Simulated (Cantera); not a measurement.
Input: 1 mol Si, 0.68 mol O₂, 2 mol H₂, at 3.50 bar.

Cantera equilibrium calculation (NASA polynomials, part measured and part estimated; ideal gas, pure solids and liquids). Candidate condensed phases: H₂O, Si, SiO₂; 18 gas species. Each liquid is taken as pure. Mutual solubility and eutectic melting of coexisting phases are not modelled. The tables hold silica as quartz up to 1696 K and as liquid above; real silica turns to tridymite and cristobalite and melts near 1996 K. Gases not in the tables: Si₂H₆ and higher silanes. The numbers say what is thermodynamically allowed, not how fast it happens.

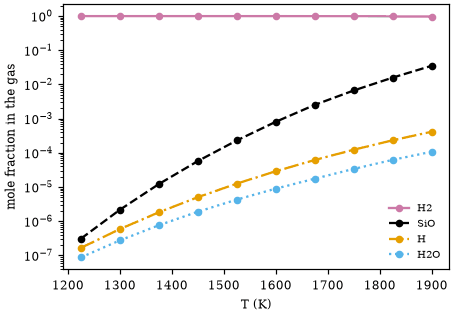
Equilibrium gas composition (values under 1e-9 drawn at 1e-9)

Question: Read off the mole fractions at 1675 K.

Answer: H₂ about 1.00, SiO about 0.0025, H about 6.2e-5, H₂O about 1.8e-5.
